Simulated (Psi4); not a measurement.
# SiHF3 (SMILES F[SiH](F)F) at B3LYP/cc-pVDZ (sweep point 6)

What is the vertical ionisation energy of SiHF3 at B3LYP/cc-pVDZ (sweep point 6)? 

Program for the calculation: Psi4 1.11.

4 further runs of the same task are left out: 4 set aside as unsound or not needed.

## (1) Starting point

SiHF3: 5 atoms, total charge 0, spin state singlet. As SMILES, `F[SiH](F)F`. Geometry: relaxed at PBE0-D4/def2-TZVP.

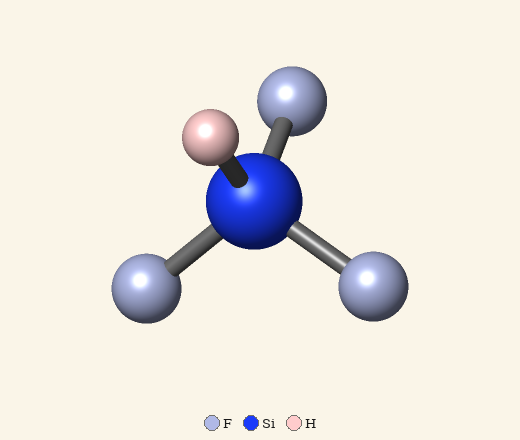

Viewed from a chosen angle; fluorine light blue, silicon blue, hydrogen pink.

## (2) A single-point energy at B3LYP/cc-pVDZ (sweep point 6)

calc.dat reads:

```
memory 1600 mb

molecule {
  0 1
  F     -0.84489655    -0.15533549     2.81814857
  Si     0.07691185     0.00321253    -0.00340151
  F     -1.12835547     2.42149506    -1.24192801
  F     -0.93711519    -2.38729101    -1.44979788
  H      2.83345535     0.11791891    -0.12302117
  units au
  symmetry c1
}

set {
  basis cc-pVDZ
  puream true
  scf_type pk
  dft_radial_points 99
  dft_spherical_points 590
  d_convergence 1e-08
  e_convergence 1e-08
}

result, w = energy("b3lyp", return_wfn=True)
```

Run with:

```sh
psi4 -n 1 calc.dat calc.out
```

calc.out:

```text
[...]
  Running in c1 symmetry.
[...]
  Nuclear repulsion =  188.407850502799874
[...]
  Multiplicity = 1
[...]
  Nalpha       = 21
  Nbeta        = 21
[...]
    Number of basis functions: 65
[...]
   @RKS iter   1:  -589.69906406704388   -3.49022e-01   9.11636e-03 ADIIS/DIIS
[...]
   @RKS iter   9:  -589.80758886700642   -3.45608e-11   6.96498e-09 DIIS
[...]
    Orbital Energies [Eh]
    ---------------------
    Doubly Occupied:
       1A    -66.272894     2A    -24.718545     3A    -24.718536
       4A    -24.718513     5A     -5.410852     6A     -3.771241
       7A     -3.771239     8A     -3.767049     9A     -1.243746
      10A     -1.214461    11A     -1.214429    12A     -0.603783
      13A     -0.522713    14A     -0.522702    15A     -0.511651
      16A     -0.468463    17A     -0.468455    18A     -0.444887
      19A     -0.444867    20A     -0.428345    21A     -0.396337
[...]
  @RKS Final Energy:  -589.80758886700642
   => Energetics <=
    Nuclear Repulsion Energy =            188.4078505027998744
    One-Electron Energy =               -1194.6349471821117731
    Two-Electron Energy =                 459.1104892875644623
    DFT Exchange-Correlation Energy =     -42.6909814752589298
    Empirical Dispersion Energy =           0.0000000000000000
    VV10 Nonlocal Energy =                  0.0000000000000000
    Total Energy =                       -589.8075888670064160
[...]
 Multipole Moments:
 ------------------------------------------------------------------------------------
     Multipole            Electronic (a.u.)      Nuclear  (a.u.)        Total (a.u.)
 ------------------------------------------------------------------------------------
 L = 1.  Multiply by 2.5417464519 to convert [e a0] to [Debye]
 Dipole X            :         -1.7563114            2.2804039            0.5240925
 Dipole Y            :         -0.0730746            0.0949100            0.0218354
 Dipole Z            :          0.0760938           -0.0990473           -0.0229535
 Magnitude           :                                                    0.5250491
[...]
```

It took 18 s on 1 thread of AMD EPYC 7R43 (Zen 3), shared host; peak memory 0.75 GiB.

## (3) The doublet cation

job.inp reads:

```
memory 1.6 GB

molecule molecule1 {
  1 2
  F     -0.84489655    -0.15533549     2.81814857
  Si     0.07691185     0.00321253    -0.00340151
  F     -1.12835547     2.42149506    -1.24192801
  F     -0.93711519    -2.38729101    -1.44979788
  H      2.83345535     0.11791891    -0.12302117
  units bohr
  symmetry c1
}

set basis cc-pVDZ
set reference uks
set puream true
set scf_type pk
set dft_radial_points 99
set dft_spherical_points 590
set d_convergence 1e-08
set e_convergence 1e-08
set maxiter 150

e = energy("b3lyp")
print_variables()
```

Run with:

```sh
psi4 -n 1 job.inp job.out
```

job.out:

```text
[...]
  Running in c1 symmetry.
[...]
  Nuclear repulsion =  188.407850502799874
[...]
  Multiplicity = 2
[...]
  Nalpha       = 21
  Nbeta        = 20
[...]
    Number of basis functions: 65
[...]
   @UKS iter   1:  -589.18781202721721    1.62230e-01   8.06764e-03 ADIIS/DIIS
[...]
   @UKS iter  13:  -589.29649299502137   -3.18323e-12   5.97771e-09 DIIS
[...]
   @S^2 Observed:                7.568339170E-01
[...]
    Orbital Energies [Eh]
    ---------------------
    Alpha Occupied:
       1A    -66.590922     2A    -25.022514     3A    -25.022501
       4A    -25.022492     5A     -5.728895     6A     -4.088429
       7A     -4.087910     8A     -4.087910     9A     -1.538020
      10A     -1.508842    11A     -1.508832    12A     -0.914497
      13A     -0.822420    14A     -0.810302    15A     -0.810298
      16A     -0.756221    17A     -0.756216    18A     -0.741753
      19A     -0.731234    20A     -0.731231    21A     -0.710710
    Alpha Virtual:
      22A     -0.236122    23A     -0.225420    24A     -0.225409
      25A     -0.140623    26A     -0.037270    27A      0.067697
[...]
  @UKS Final Energy:  -589.29649299502137
   => Energetics <=
    Nuclear Repulsion Energy =            188.4078505027998744
    One-Electron Energy =               -1182.1259067979226529
    Two-Electron Energy =                 446.7531100693121289
    DFT Exchange-Correlation Energy =     -42.3315467692106893
    Empirical Dispersion Energy =           0.0000000000000000
    VV10 Nonlocal Energy =                  0.0000000000000000
    Total Energy =                       -589.2964929950213673
[...]
 Multipole Moments:
 ------------------------------------------------------------------------------------
     Multipole            Electronic (a.u.)      Nuclear  (a.u.)        Total (a.u.)
 ------------------------------------------------------------------------------------
 L = 1.  Multiply by 2.5417464519 to convert [e a0] to [Debye]
 Dipole X            :         -0.6454792            2.2804039            1.6349247
 Dipole Y            :         -0.0268919            0.0949100            0.0680180
 Dipole Z            :          0.0280747           -0.0990473           -0.0709726
 Magnitude           :                                                    1.6378773
[...]
```

Wall time 32 s (1 thread of AMD EPYC 7R43 (Zen 3), shared host); peak memory 0.76 GiB.

## (4) What came out

Level: B3LYP/cc-pVDZ (sweep point 6).

| quantity | value |
| --- | --- |
| singlet SiHF3: total energy | -589.80759 Eh |
| singlet SiHF3: dipole moment | 1.33 D |
| singlet SiHF3: HOMO energy | -10.78 eV |
| singlet SiHF3: LUMO energy | 1.39 eV |
| singlet SiHF3: HOMO–LUMO gap | 12.17 eV |
| doublet cation: total energy | -589.29649 Eh |
| doublet cation: HOMO energy (highest over α and β) | -19.17 eV |
| doublet cation: LUMO energy (lowest over α and β) | -16.96 eV |
| doublet cation: ⟨S²⟩ | 0.757 |
| vertical ionisation energy (to the doublet cation) | 13.908 eV |

What this shows: Removing an electron at fixed nuclei costs 13.91 eV (321 kcal/mol). −ε(HOMO) before ionisation, 10.78 eV, is 3.12 eV below this ionisation energy.
